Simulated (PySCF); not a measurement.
Silene, CH4Si, SMILES [SiH2]=C at its B3LYP/def2-SVP optimised geometry (Å):

```
6

C     -0.6562    -0.8987    -0.0001
Si     0.2674     0.5410     0.0000
H     -1.7500    -0.8890    -0.0001
H     -0.1908    -1.8887    -0.0001
H      1.7500     0.5410     0.0000
H     -0.3505     1.8887     0.0000
```

Method: B3LYP/def2-TZVP in PySCF 2.14.0.

Map of the Laplacian of the electron density (e/bohr⁵) on the plane z = 1.2 Å:

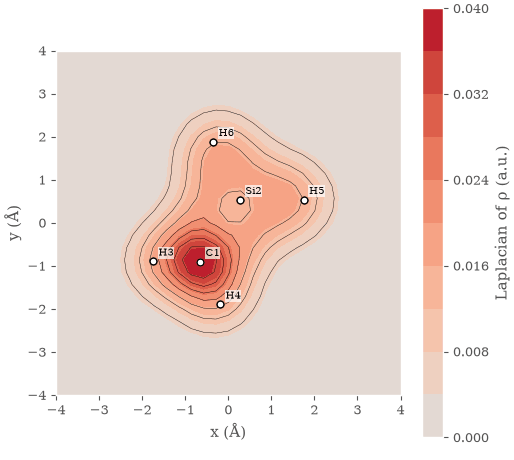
Figure. Laplacian of the electron density (e/bohr⁵) on the plane z = 1.2 Å.
